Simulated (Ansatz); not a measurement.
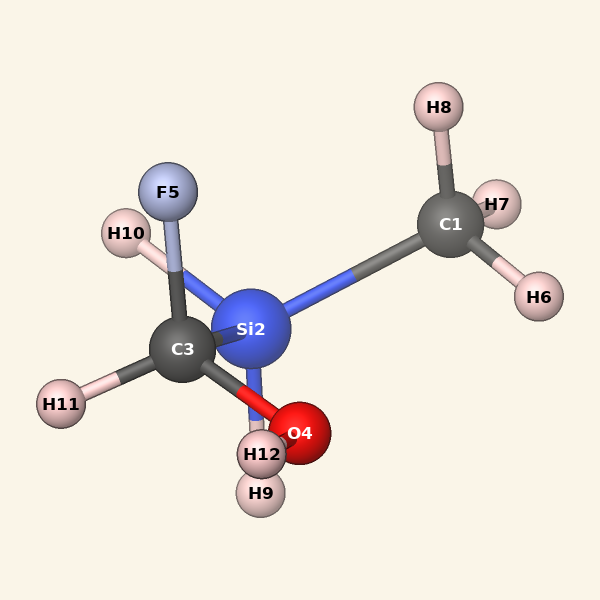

Si2 lies behind C3. The molecule seen a little off the C3–Si2 bond, C3 in front. Depth is shown by fading: the farther an atom, the more it takes the colour of the background. Computed geometry: PBE-D4/def2-SVP optimisation. No frequency run is at hand to confirm it as a minimum.

Q: What is the torsion angle F5–C3–Si2–C1? The sign is positive where the front bond must turn clockwise to cover the back bond.

A: 61°, synclinal (gauche). The bonds about C3–Si2 are staggered.
